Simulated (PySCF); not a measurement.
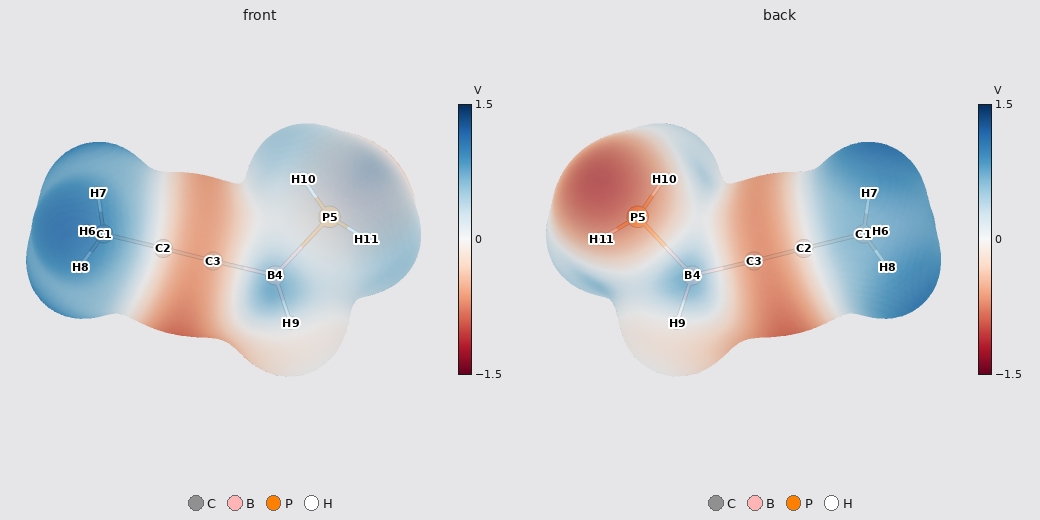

Figure 1: C3H6BP (SMILES CC#CBP). The molecular electrostatic potential painted on the density surface at 0.002 e/bohr³, seen from the front and from behind; the colour scale runs from red (negative) to blue (positive).

Geometry: GFN2-xTB.

Theory: PySCF 2.14.0, PBE0/pcSseg-1, SCF density, gas phase, non-relativistic.

```yaml
atoms:
  - { symbol: C, position_ang: [-2.3857, 0.7317, 0.4848] }
  - { symbol: C, position_ang: [-1.1121, 0.0841, 0.2842] }
  - { symbol: C, position_ang: [-0.0484, -0.4691, 0.1171] }
  - { symbol: B, position_ang: [1.2798, -1.1215, -0.0740] }
  - { symbol: P, position_ang: [2.7232, -0.1283, -0.7584] }
  - { symbol: H, position_ang: [-2.4328, 1.1320, 1.4981] }
  - { symbol: H, position_ang: [-2.5046, 1.5531, -0.2219] }
  - { symbol: H, position_ang: [-3.2009, 0.0204, 0.3492] }
  - { symbol: H, position_ang: [1.4119, -2.2741, 0.0977] }
  - { symbol: H, position_ang: [2.5445, 1.0664, -0.0859] }
  - { symbol: H, position_ang: [3.7306, -0.5921, 0.0682] }
```

**Where is the surface potential most negative and most positive?**

The most negative region (about −1.0 V) lies over P5, the most positive (about +1.1 V) over H6 and H7.

**What dipole moment does the calculation give?**

Its dipole moment is 2.35 D.
